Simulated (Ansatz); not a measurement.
**Run report: Si₂NH₆, frequency calculation**

Si₂NH₆, multiplicity 2, SMILES N[SiH][SiH3], computed with HF/6-31G*, UHF (Ansatz 0.2.0).

The geometry was optimised with HF/6-31G*. Figures and captions count atoms from 1; the log counts them from 0 in places.

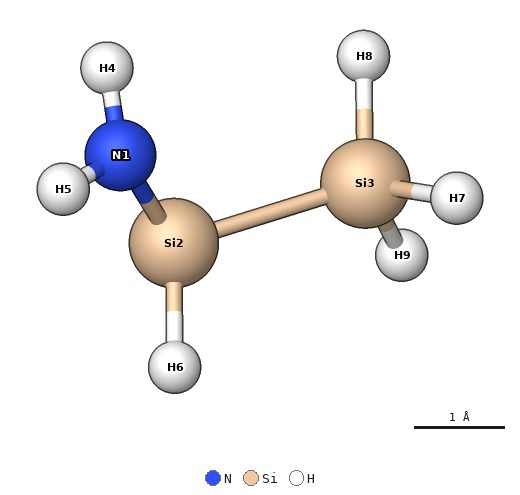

**Figure 1.** The structure (ball-and-stick view, seen at a tilt; atoms are numbered from 1 in the order of the input). Bond lengths as drawn: H–N 1.00 Å, H–Si 1.48 Å, N–Si 1.73 Å and Si–Si 2.35 Å.

Input file
```yaml
crystal:
  periodic: [false, false, false]
  atoms:
    - {symbol: "N", position_ang: [-0.815831, 0.839789, -1.422807]}
    - {symbol: Si, position_ang: [-0.423580, 0.889626, 0.264663]}
    - {symbol: Si, position_ang: [0.629219, -1.088631, 0.977321]}
    - {symbol: H, position_ang: [-1.453299, 0.161021, -1.781973]}
    - {symbol: H, position_ang: [-0.852415, 1.683742, -1.954802]}
    - {symbol: H, position_ang: [0.461772, 2.064296, 0.449011]}
    - {symbol: H, position_ang: [1.940387, -1.316338, 0.329846]}
    - {symbol: H, position_ang: [-0.236009, -2.252372, 0.681134]}
    - {symbol: H, position_ang: [0.838256, -1.027232, 2.440507]}
basis:
  gaussian:
    orbitals: "6-31G*"
phonons:
  temperatures: {t_min: 298.15, t_max: 298.15, t_step: 1}
magnetization:
  spin_polarized: true
  initial_magnetization: 1
hamiltonian:
  xc: hf
```

Launch command:
```bash
ansatz run molecule.yaml --threads 1 --pin off --max-ram 3480MiB --events-out events.jsonl --progress --plain --runs-dir runs
```

Output
```
Functional definition: HF
  name "HF"
  exchange = exact_x
  correlation = 0
709 factors; integrals over basis functions are off by at most 7.4e-4 eV
mean field evaluation 1: about -17297.0562 eV, gradient 2.1e1 eV
mean field evaluation 2: about -17297.1117 eV, gradient 2.1e1 eV
mean field evaluation 4: about -17299.4579 eV, gradient 2.4e0 eV
mean field evaluation 8: about -17299.5296 eV, gradient 2.1e-1 eV
mean field -17299.53131303 eV, -635.7460497103 hartree, gradient 1.9e-5 eV, S^2 0.757544; 0 other end points of the search recorded, 0 dependent functions left out
the calculation of the forces begins
reference -17299.53131303 eV, -635.7460497103 hartree; 21, 20 occupied and 44, 45 virtual orbitals, 709 factors
these checks for a lower state are left out or cut short: stability, starts, cluster_reference, orbital_swaps, neighbouring_geometries, increment
709 factors; integrals over basis functions are off by at most 7.4e-4 eV
mean field evaluation 16: about -17299.5312 eV, gradient 9.8e-2 eV
mean field -17299.53122810 eV, -635.7460465893 hartree, gradient 1.7e-6 eV, S^2 0.757541; 0 other end points of the search recorded, 0 dependent functions left out
[... from here on the field's lines of each further geometry are left out, up to the last ...]
the calculation of the forces begins
reference -17299.53125133 eV, -635.7460474429 hartree; 21, 20 occupied and 44, 45 virtual orbitals, 709 factors
these checks for a lower state are left out or cut short: stability, starts, cluster_reference, orbital_swaps, neighbouring_geometries, increment
709 factors; integrals over basis functions are off by at most 7.4e-4 eV
mean field -17299.53125229 eV, -635.7460474782 hartree, gradient 2.3e-6 eV, S^2 0.757544; 0 other end points of the search recorded, 0 dependent functions left out
the calculation of the forces begins
reference -17299.53125229 eV, -635.7460474782 hartree; 21, 20 occupied and 44, 45 virtual orbitals, 709 factors
Total energy: -17299.53131303 eV, -635.7460497103 hartree
Atom 0 at    -0.815831     0.839789    -1.422807 Å, force    -0.000380     0.000340    -0.001033 eV/Å
Atom 1 at    -0.423580     0.889626     0.264663 Å, force    -0.000010     0.000345     0.001362 eV/Å
Atom 2 at     0.629219    -1.088631     0.977321 Å, force    -0.000221    -0.000313    -0.000588 eV/Å
Atom 3 at    -1.453299     0.161021    -1.781973 Å, force     0.000568     0.000556     0.000419 eV/Å
Atom 4 at    -0.852415     1.683742    -1.954802 Å, force    -0.000052    -0.000883     0.000039 eV/Å
Atom 5 at     0.461772     2.064296     0.449011 Å, force    -0.000133    -0.000268    -0.000188 eV/Å
Atom 6 at     1.940387    -1.316338     0.329846 Å, force    -0.000072    -0.000168     0.000378 eV/Å
Atom 7 at    -0.236009    -2.252372     0.681134 Å, force     0.000208     0.000028    -0.000110 eV/Å
Atom 8 at     0.838256    -1.027232     2.440507 Å, force     0.000093     0.000364    -0.000279 eV/Å
Dipole moment:    -0.238316     0.110620    -0.221475 e Å
Vibrations: 101.46 152.40 228.88 420.80 453.30 460.59 580.71 677.19 764.00 873.54 968.23 1010.72 1029.26 1034.50 1762.69 2327.49 2350.19 2353.30 2360.46 3794.03 3890.87 cm⁻¹, zero-point energy 1.710648 eV
```

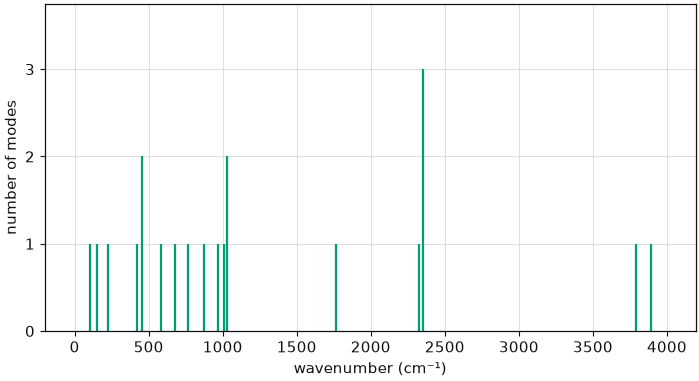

**Figure 2.** Harmonic vibrational wavenumbers from the force constants; neighbouring modes closer than 17 cm⁻¹ are counted in one stick. 21 modes from 101 to 3891 cm⁻¹, none imaginary.

Summary

| quantity | value |
| --- | --- |
| outcome | converged |
| total energy | −635.746050 hartree |
| basis functions | 65 |
| largest force | 0.001 eV/Å |
| ⟨S²⟩ | 0.758 |
| zero-point energy | 0.062865 hartree |
| dipole moment | 1.65 D |
| wavenumbers, lowest and highest | 101 and 3891 cm⁻¹ |
| hardware | 1 thread of Arm Neoverse N1, 112 GiB of memory available, shared host |
| wall time | 86 s |
| peak memory | 0.13 GiB |
